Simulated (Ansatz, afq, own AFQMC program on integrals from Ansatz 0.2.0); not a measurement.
# NHO (singlet): AFQMC on the coupled-cluster ladder at distance N1–O2 = 1.471 Å, cc-pVDZ

Aim: compute NHO (singlet) with auxiliary-field quantum Monte Carlo on the same integrals as coupled cluster, and set the energies side by side.

Program: Ansatz 0.2.0, Gaussian basis, and an in-house AFQMC program (afq) on its integrals; all values are calculated. Level of theory: cc-pVDZ, frozen cores. These are calculated values, not measurements.

The runs, in order: PBE (unrestricted); r2SCAN (unrestricted); PBE0 (unrestricted); B3LYP (unrestricted); wB97M-V (unrestricted); B2PLYP (unrestricted); CCSD(T) on RHF; CCSDT(Q) on RHF; Phaseless AFQMC, CISD trial on RHF; Phaseless AFQMC, single-determinant trial on RHF; Phaseless AFQMC, CISD trial on RHF; Free-projection AFQMC, CISD trial on RHF; UHF; CCSD(T) on UHF; CCSDT(Q) on UHF; Phaseless AFQMC, CISD trial on UHF; Phaseless AFQMC, CISD trial on UHF.

4 further runs of the same task are left out: 1 for a known fault of the program, 3 that didn't finish.

## 1. What is computed

The geometry derives from a PBE0/def2-TZVP stationary point (not a proven minimum). One bond is set to the value named and the two fragments are kept rigid.

3 atoms, charge 0, spin multiplicity 1.

Atoms are counted from 1 here; the program's logs count them from 0.

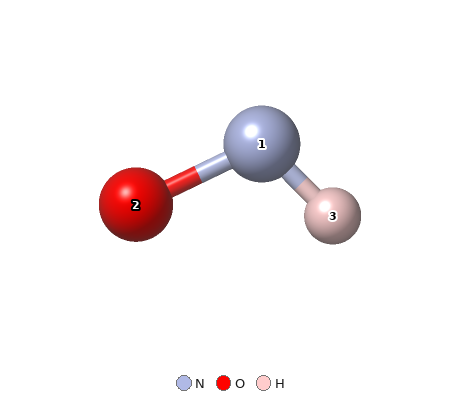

The structure; nitrogen light blue, oxygen red, hydrogen pink; atoms are numbered from 1 in the order of the file.

## 2. PBE (unrestricted)

Input file in.yaml:

```yaml
crystal:
  periodic: [false, false, false]
  atoms:
    - {symbol: N, position_ang: [0.000000, -0.158388, 0.731445]}
    - {symbol: O, position_ang: [0.000000, 0.089809, -0.718465]}
    - {symbol: H, position_ang: [0.000000, 0.775436, 1.240046]}
basis:
  gaussian: {orbitals: cc-pVDZ}
magnetization: {spin_polarized: true, initial_magnetization: 0}
hamiltonian: {xc: {name: PBE}}
output: {orbitals: {seedname: orbitals}}
```

On the command line:

```bash
ansatz run in.yaml --threads 1 --pin off --events-out ev --progress --plain --max-ram 1382MiB
```

Log:

```text
Functional definition: PBE
  name "PBE"
  cite "Perdew, Burke & Ernzerhof, Phys. Rev. Lett. 77, 3865 (1996) doi:10.1103/PhysRevLett.77.3865"
  parent pbe
  parameter kappa = 0.804
  parameter beta = 0.06672455060314922
  exchange = pbe_x(kappa = kappa, mu = beta*pi^2/3)
  correlation = pbe_c(beta = beta)
391 factors; their error is unknown
mean field evaluation 1: about -3544.5969 eV, gradient 1.5e1 eV
mean field evaluation 2: about -3540.5682 eV, gradient 3.5e1 eV
mean field evaluation 4: about -3545.5145 eV, gradient 1.5e0 eV
mean field evaluation 8: about -3545.5263 eV, gradient 4.6e-2 eV
mean field evaluation 16: about -3545.5011 eV, gradient 2.7e-5 eV
mean field evaluation 32: about -3545.5238 eV, gradient 5.7e-1 eV
mean field evaluation 64: about -3542.1547 eV, gradient 1.6e1 eV
mean field -3545.61035660 eV, -130.2987773040 hartree, gradient 2.3e-5 eV, S^2 0.499410; 11 other end points of the search recorded, 0 dependent functions left out
reference -3545.61037073 eV, -130.2987778231 hartree; 8, 8 occupied and 25, 25 virtual orbitals, 391 factors
Total energy: -3545.61037073 eV, -130.2987778231 hartree
```

It took 3 s on 1 thread of Arm Neoverse V1, shared host.

From the report: ⟨S²⟩ of the determinant 0.499 (pure singlet: 0.00).

## 3. r2SCAN (unrestricted)

Changes to in.yaml since step 2:

```diff
@@ -9,3 +9,2 @@
 magnetization: {spin_polarized: true, initial_magnetization: 0}
-hamiltonian: {xc: {name: PBE}}
-output: {orbitals: {seedname: orbitals}}
+hamiltonian: {xc: {name: r2SCAN}}
```

The command is unchanged.

Log, cut to the lines that bear on the results:

```text
Functional definition: r2SCAN
  name "r2SCAN"
  cite "Furness, Kaplan, Ning, Perdew & Sun, J. Phys. Chem. Lett. 11, 8208 (2020) doi:10.1021/acs.jpclett.0c02405"
  cite "Furness, Kaplan, Ning, Perdew & Sun, J. Phys. Chem. Lett. 11, 9248 (2020) doi:10.1021/acs.jpclett.0c03077"
  parent r2scan
[...]
391 factors; their error is unknown
[...]
mean field -3547.27344886 eV, -130.3598948173 hartree, gradient 7.4e-6 eV, S^2 0.573030; 16 other end points of the search recorded, 0 dependent functions left out
reference -3547.27345273 eV, -130.3598949595 hartree; 8, 8 occupied and 25, 25 virtual orbitals, 391 factors
Total energy: -3547.27345273 eV, -130.3598949595 hartree
```

Run time: 11 s. Hardware: 1 thread of Arm Neoverse V1, shared host.

From the report: ⟨S²⟩ of the determinant 0.573 (pure singlet: 0.00). The determinant is far from a pure spin state, so its energy mixes those of several spin states (harmless only where they are near-degenerate, as at dissociation).

## 4. PBE0 (unrestricted)

Changes to in.yaml since step 3:

```diff
@@ -9,2 +9,3 @@
 magnetization: {spin_polarized: true, initial_magnetization: 0}
-hamiltonian: {xc: {name: r2SCAN}}
+hamiltonian: {xc: {name: PBE0}}
+output: {orbitals: {seedname: orbitals}}
```

Same command.

Log, cut to the lines that bear on the results:

```text
Functional definition: PBE0
  name "PBE0"
  cite "Adamo & Barone, J. Chem. Phys. 110, 6158 (1999) doi:10.1063/1.478522"
  cite "Perdew, Burke & Ernzerhof, Phys. Rev. Lett. 77, 3865 (1996) doi:10.1103/PhysRevLett.77.3865"
  parent pbe
[...]
315 factors; integrals over basis functions are off by at most 6.9e-4 eV
[...]
mean field -3545.01469763 eV, -130.2768872405 hartree, gradient 2.1e-5 eV, S^2 0.593098; 11 other end points of the search recorded, 0 dependent functions left out
reference -3545.01470773 eV, -130.2768876119 hartree; 8, 8 occupied and 25, 25 virtual orbitals, 315 factors
Total energy: -3545.01470773 eV, -130.2768876119 hartree
```

Wall time 3.2 s (1 thread of Arm Neoverse V1, shared host).

From the report: ⟨S²⟩ of the determinant 0.593 (pure singlet: 0.00). The determinant is far from a pure spin state, so its energy mixes those of several spin states (harmless only where they are near-degenerate, as at dissociation).

## 5. B3LYP (unrestricted)

Changes to in.yaml since step 4:

```diff
@@ -9,3 +9,2 @@
 magnetization: {spin_polarized: true, initial_magnetization: 0}
-hamiltonian: {xc: {name: PBE0}}
-output: {orbitals: {seedname: orbitals}}
+hamiltonian: {xc: {name: B3LYP}}
```

Same command.

Log, cut to the lines that bear on the results:

```text
Functional definition: B3LYP
  name "B3LYP"
  cite "Stephens, Devlin, Chabalowski & Frisch, J. Phys. Chem. 98, 11623 (1994) doi:10.1021/j100096a001"
  cite "Becke, Phys. Rev. A 38, 3098 (1988) doi:10.1103/PhysRevA.38.3098"
  cite "Lee, Yang & Parr, Phys. Rev. B 37, 785 (1988) doi:10.1103/PhysRevB.37.785"
  cite "Vosko, Wilk & Nusair, Can. J. Phys. 58, 1200 (1980) doi:10.1139/p80-159"
[...]
315 factors; integrals over basis functions are off by at most 6.9e-4 eV
[...]
mean field -3548.99138084 eV, -130.4230276531 hartree, gradient 5.9e-6 eV, S^2 0.504402; 10 other end points of the search recorded, 0 dependent functions left out
reference -3548.99149599 eV, -130.4230318849 hartree; 8, 8 occupied and 25, 25 virtual orbitals, 315 factors
Total energy: -3548.99149599 eV, -130.4230318849 hartree
```

Run time: 3.9 s. Hardware: 1 thread of Arm Neoverse V1, shared host.

From the report: ⟨S²⟩ of the determinant 0.504 (pure singlet: 0.00). The determinant is far from a pure spin state, so its energy mixes those of several spin states (harmless only where they are near-degenerate, as at dissociation).

## 6. wB97M-V (unrestricted)

Changes to in.yaml since step 5:

```diff
@@ -9,2 +9,3 @@
 magnetization: {spin_polarized: true, initial_magnetization: 0}
-hamiltonian: {xc: {name: B3LYP}}
+hamiltonian: {xc: {name: wB97M-V}}
+output: {orbitals: {seedname: orbitals}}
```

The command is unchanged.

Log, cut to the lines that bear on the results:

```text
Functional definition: wB97M-V
  name "wB97M-V"
  cite "Mardirossian & Head-Gordon, J. Chem. Phys. 144, 214110 (2016) doi:10.1063/1.4952647"
  cite "Becke, J. Chem. Phys. 107, 8554 (1997) doi:10.1063/1.475007"
  cite "Vydrov & Van Voorhis, J. Chem. Phys. 133, 244103 (2010) doi:10.1063/1.3521275"
  # Of w^i u^j: cxij and so on, Table III.
[...]
  gx(w, u) = 1 - cx + cx01*u + cx10*w
  gss(w, u) = css00 + css04*u^4 + css10*w + css20*w^2 + css43*w^4*u^3
  gos(w, u) = cos00 + cos10*w + (cos20 + cos21*u)*w^2 + (cos60 + cos61*u)*w^6
[...]
      + integral(e_c_pw_mod_opposite_spin*gos(b97_w_opposite, b97_u_opposite)) + vv10(b, c)
315 factors; integrals over basis functions are off by at most 6.9e-4 eV
75 factors; integrals over basis functions are off by at most 1.6e-5 eV
[...]
mean field -3547.74661866 eV, -130.3772834866 hartree, gradient 7.0e-6 eV, S^2 0.248481; 8 other end points of the search recorded, 0 dependent functions left out
reference -3547.74663489 eV, -130.3772840830 hartree; 8, 8 occupied and 25, 25 virtual orbitals, 315 factors
Total energy: -3547.74663489 eV, -130.3772840830 hartree
```

Run time: 12 s. Hardware: 1 thread of Arm Neoverse V1, shared host.

From the report: ⟨S²⟩ of the determinant 0.248 (pure singlet: 0.00).

## 7. B2PLYP (unrestricted)

Changes to in.yaml since step 6:

```diff
@@ -9,3 +9,3 @@
 magnetization: {spin_polarized: true, initial_magnetization: 0}
-hamiltonian: {xc: {name: wB97M-V}}
-output: {orbitals: {seedname: orbitals}}
+hamiltonian: {xc: {name: B2PLYP}}
+correlation: {electrons: outside_noble_gas}
```

Launched as before.

Log, cut to the lines that bear on the results:

```text
Functional definition: B2PLYP
  name "B2PLYP"
  cite "Grimme, J. Chem. Phys. 124, 034108 (2006) doi:10.1063/1.2148954"
  cite "Becke, Phys. Rev. A 38, 3098 (1988) doi:10.1103/PhysRevA.38.3098"
  cite "Lee, Yang & Parr, Phys. Rev. B 37, 785 (1988) doi:10.1103/PhysRevB.37.785"
[...]
315 factors; integrals over basis functions are off by at most 6.9e-4 eV
[...]
mean field -3542.80222255 eV, -130.1955802810 hartree, gradient 1.8e-6 eV, S^2 0.713221; 9 other end points of the search recorded, 0 dependent functions left out
2 core orbitals not correlated: weight in the atoms' cores, before any rotation towards them, 1.000 or more for the frozen orbitals, at most 0.000 for the correlated occupied ones
reference -3542.80229557 eV, -130.1955829645 hartree; 6, 6 occupied and 25, 25 virtual orbitals, 315 factors
second order -10.53328547 eV of doubles, -0.00000000 eV of singles
Total energy: -3545.64628265 eV, -130.3000975619 hartree
```

Wall time 4.2 s (1 thread of Arm Neoverse V1, shared host).

From the report: ⟨S²⟩ of the determinant 0.713 (pure singlet: 0.00). The determinant is far from a pure spin state, so its energy mixes those of several spin states (harmless only where they are near-degenerate, as at dissociation).

## 8. CCSD(T) on RHF

Changes to in.yaml since step 7:

```diff
@@ -8,4 +8,3 @@
   gaussian: {orbitals: cc-pVDZ}
-magnetization: {spin_polarized: true, initial_magnetization: 0}
-hamiltonian: {xc: {name: B2PLYP}}
-correlation: {electrons: outside_noble_gas}
+magnetization: {spin_polarized: false}
+correlation: {method: ccsd_t, electrons: outside_noble_gas, hamiltonian_folder: ham}
```

Same command.

Log, cut to the lines that bear on the results:

```text
Functional definition: HF
  name "HF"
  cite "Fock, Z. Phys. 61, 126 (1930) doi:10.1007/BF01340294"
  parent pbe
[...]
315 factors; integrals over basis functions are off by at most 6.9e-4 eV
[...]
mean field -3529.32553786 eV, -129.7003212535 hartree, gradient 1.6e-6 eV, S^2 0.000000; 4 other end points of the search recorded, 0 dependent functions left out; unrestricted orbitals would lower it
determinant -3529.32553786 eV, -129.7003212535 hartree, with singles and doubles -3540.29428926 eV, -130.1034154325 hartree
determinant -3526.09810077 eV, -129.5817151281 hartree, with singles and doubles -3536.66012701 eV, -129.9698624333 hartree
[...]
unrestricted determinant -3531.13193011 eV, -129.7667049443 hartree, S^2 0.8690
2 core orbitals not correlated: weight in the atoms' cores, before any rotation towards them, 1.000 or more for the frozen orbitals, at most 0.000 for the correlated occupied ones
reference -3529.32553786 eV, -129.7003212535 hartree; 6, 6 occupied and 25, 25 virtual orbitals, 315 factors
second order -11.00900760 eV of doubles, -0.00000000 eV of singles
cycle   1  -10.08812238 eV  change    7.2e-1 eV  update   1.5e-1
[...]
cycle  14  -10.96593513 eV  change    7.7e-7 eV  update   2.0e-6
perturbative correction -0.58529010 eV, -0.0215090145 hartree
WARN: these amplitudes may be one of several solutions (largest doubles amplitude 0.24, level shift 0.63 eV)
Total energy: -3540.87676309 eV, -130.1248209509 hartree
```

Wall time 1.4 s (1 thread of Arm Neoverse V1, shared host).

From the report: correlation -11.5512 eV; T1 0.035; largest double amplitude 0.24. The report flags that the cluster equations may have other roots.

This run also writes the integrals to the folder ham.

## 9. CCSDT(Q) on RHF

Changes to in.yaml since step 8:

```diff
@@ -9,2 +9,2 @@
 magnetization: {spin_polarized: false}
-correlation: {method: ccsd_t, electrons: outside_noble_gas, hamiltonian_folder: ham}
+correlation: {method: ccsdt_q, electrons: outside_noble_gas}
```

Launched as before.

Log, cut to the lines that bear on the results:

```text
Functional definition: HF
  name "HF"
  cite "Fock, Z. Phys. 61, 126 (1930) doi:10.1007/BF01340294"
  parent pbe
[...]
568 factors; integrals over basis functions are off by at most 1.3e-7 eV
[...]
mean field -3529.32554730 eV, -129.7003216005 hartree, gradient 1.6e-6 eV, S^2 0.000000; 4 other end points of the search recorded, 0 dependent functions left out; unrestricted orbitals would lower it
determinant -3529.32554730 eV, -129.7003216005 hartree, with singles and doubles -3540.29431291 eV, -130.1034163016 hartree
determinant -3526.09813244 eV, -129.5817162919 hartree, with singles and doubles -3536.66016761 eV, -129.9698639251 hartree
[...]
unrestricted determinant -3531.13195577 eV, -129.7667058874 hartree, S^2 0.8690
2 core orbitals not correlated: weight in the atoms' cores, before any rotation towards them, 1.000 or more for the frozen orbitals, at most 0.000 for the correlated occupied ones
reference -3529.32554730 eV, -129.7003216005 hartree; 6, 6 occupied and 25, 25 virtual orbitals, 568 factors
second order -11.00904641 eV of doubles, -0.00000000 eV of singles
cycle   1  -10.08812835 eV  change    7.2e-1 eV  update   1.6e-1
[...]
cycle  20  -11.53018045 eV  change    3.7e-7 eV  update   7.9e-7
perturbative correction -0.11611481 eV, -0.0042671405 hartree
WARN: these amplitudes may be one of several solutions (largest doubles amplitude 0.29, level shift 0.63 eV)
Total energy: -3540.97184256 eV, -130.1283150572 hartree
```

Run time: 5 s. Hardware: 1 thread of Arm Neoverse V1, shared host.

From the report: correlation -11.6463 eV; T1 0.034; largest double amplitude 0.29. The report flags that the cluster equations may have other roots.

## 10. Phaseless AFQMC, CISD trial on RHF

It reads the integrals that the CCSD(T) run on this determinant wrote.

On the command line:

```bash
afq ham --method phaseless --trial cisd --walkers 90 --populations 1 --least-time 40 --time-step 0.005 --steps-per-block 50 --equilibration-blocks 28 --max-blocks 300 --target-error 0.00042 --factor-cut 1e-05 --seed 8252 --release-times 0.24,0.51,0.99,1.62,2.4 --release-step 0.03 --release-every 4 --taylor-order 6
```

Log:

```text
orbitals 31  electrons 6 6  factors 225 of 315
reference energy -129.70032125 Eh
CCSD correlation -0.40299042 Eh in 13 cycles, weight of the determinant in the CISD state 0.8259
energy of the start -130.103312 Eh
 block  time / (1/Eh)  mean weight  energy / Eh
     1     0.250  1.0004  -130.099573
     2     0.500  0.9999  -130.107970
     3     0.750  0.9980  -130.109789
     4     1.000  1.0010  -130.126353
     5     1.250  0.9972  -130.121100
     6     1.500  0.9999  -130.114742
     7     1.750  1.0007  -130.122967
     8     2.000  0.9998  -130.143214
     9     2.250  0.9996  -130.128396
    10     2.500  0.9974  -130.122253
    17     4.250  0.9968  -130.120338
    25     6.250  0.9977  -130.119413
    33     8.250  0.9999  -130.118578
    41    10.250  1.0008  -130.136943
    49    12.250  0.9970  -130.161871
    57    14.250  0.9998  -130.123999
    65    16.250  1.0000  -130.114778
    73    18.250  1.0008  -130.119933
    81    20.250  0.9999  -130.136700
    89    22.250  0.9964  -130.121546
    97    24.250  1.0003  -130.130120
   105    26.250  0.9973  -130.149608
   113    28.250  0.9973  -130.115513
   121    30.250  0.9971  -130.114712
   129    32.250  1.0022  -130.126347
   137    34.250  0.9980  -130.128940
   145    36.250  1.0033  -130.119134
   153    38.250  0.9989  -130.134228
   161    40.250  0.9998  -130.128013
   169    42.250  1.0029  -130.155624
   177    44.250  1.0003  -130.115893
   185    46.250  1.0020  -130.124145
   193    48.250  1.0007  -130.138692
   201    50.250  1.0010  -130.114861
   209    52.250  0.9987  -130.123772
   217    54.250  0.9962  -130.119747
   225    56.250  1.0020  -130.113131
   233    58.250  0.9997  -130.135308
   241    60.250  1.0016  -130.124845
   249    62.250  1.0012  -130.116158
   257    64.250  1.0025  -130.108715
   265    66.250  1.0011  -130.118134
   273    68.250  0.9984  -130.125636
   281    70.250  0.9995  -130.114449
   289    72.250  1.0016  -130.124919
   297    74.250  0.9985  -130.117364
   305    76.250  0.9998  -130.123641
   313    78.250  0.9981  -130.122800
   321    80.250  0.9977  -130.114046
blocks merged  error / Eh  count
     1  0.000715  300
     2  0.000834  150
     4  0.000938  75
     8  0.000817  37
    16  0.000937  18
    32  0.001063  9
released: time / (1/Eh)  energy / Eh  error  mean overlap
  0.24  -130.125810  0.001777  0.9943
  0.51  -130.126769  0.001658  0.9963
  0.99  -130.128195  0.002216  1.0069
  1.62  -130.127708  0.001751  1.0159
  2.40  -130.134179  0.002357  0.9805
energy -130.123580 +/- 0.000937 Eh
```

Wall time 3.8 min (1 thread of Arm Neoverse V1, shared host).

Energy -3540.8430 ± 0.0255 eV. Caveats: constraint bias not in the error; error above the target; other roots.

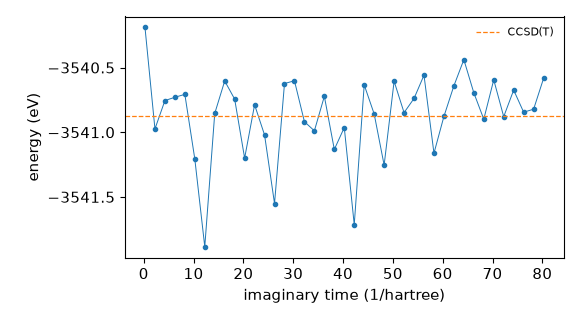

Block energies along the walk.

## 11. Phaseless AFQMC, single-determinant trial on RHF (settings varied)

It reads the integrals that the CCSD(T) run on this determinant wrote.

On the command line:

```bash
afq ham --method phaseless --trial hf --walkers 80 --populations 1 --least-time 40 --time-step 0.0025 --steps-per-block 50 --equilibration-blocks 48 --max-blocks 480 --target-error 0.00084 --factor-cut 1e-06 --seed 8031 --taylor-order 6
```

Log:

```text
orbitals 31  electrons 6 6  factors 258 of 315
reference energy -129.70032125 Eh
CCSD correlation -0.40299055 Eh in 13 cycles, weight of the determinant in the CISD state 0.8259
energy of the start -129.700321 Eh
 block  time / (1/Eh)  mean weight  energy / Eh
     1     0.125  1.0010  -129.838014
     2     0.250  1.0004  -129.913164
     3     0.375  0.9997  -129.974900
     4     0.500  0.9998  -130.049066
     5     0.625  0.9991  -130.119735
     6     0.750  0.9995  -130.092413
     7     0.875  1.0005  -130.150679
     8     1.000  0.9995  -130.079002
     9     1.125  1.0012  -130.037739
    10     1.250  1.0000  -130.059136
    14     1.750  1.0003  -130.191300
    27     3.375  0.9992  -130.131711
    40     5.000  1.0010  -130.090508
    53     6.625  1.0000  -130.220834
    66     8.250  1.0011  -130.089491
    79     9.875  1.0001  -130.048202
    92    11.500  0.9981  -130.218119
   105    13.125  0.9988  -130.075891
   118    14.750  1.0020  -130.021272
   131    16.375  0.9985  -130.089973
   144    18.000  0.9999  -130.110130
   157    19.625  1.0019  -130.163923
   170    21.250  0.9993  -130.098906
   183    22.875  1.0006  -130.163498
   196    24.500  1.0012  -130.223108
   209    26.125  0.9987  -130.064268
   222    27.750  1.0001  -130.093023
   235    29.375  0.9991  -130.096791
   248    31.000  0.9991  -130.086832
   261    32.625  0.9993  -130.224753
   274    34.250  1.0006  -130.180028
   287    35.875  0.9993  -130.086433
   300    37.500  1.0015  -130.117277
   313    39.125  0.9995  -130.155084
   326    40.750  1.0001  -130.122064
   339    42.375  0.9992  -130.100402
   352    44.000  1.0005  -130.118893
   365    45.625  0.9992  -130.120344
   378    47.250  0.9995  -130.090098
   391    48.875  0.9988  -130.116748
   404    50.500  1.0005  -130.099727
   417    52.125  1.0006  -130.106753
   430    53.750  0.9995  -130.095400
   443    55.375  0.9997  -130.030613
   456    57.000  1.0009  -130.112834
   469    58.625  0.9999  -130.101149
   482    60.250  1.0001  -130.112777
   495    61.875  1.0018  -130.077914
   508    63.500  1.0001  -130.143507
   521    65.125  1.0018  -130.449358
blocks merged  error / Eh  count
     1  0.002826  480
     2  0.003602  240
     4  0.004500  120
     8  0.005247  60
    16  0.005623  30
    32  0.005838  15
energy -130.103769 +/- 0.005623 Eh
```

Run time: 2.7 min. Hardware: 1 thread of Arm Neoverse V1, shared host.

Energy -3540.3039 ± 0.1530 eV. The run doesn't count as converged. Caveats: constraint bias not in the error; error above the target; other roots.

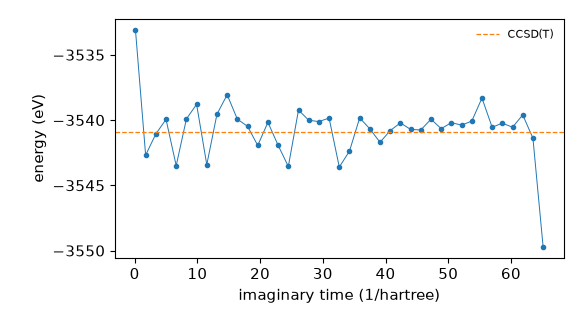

Block energies along the walk.

[end of part 1 of 2]
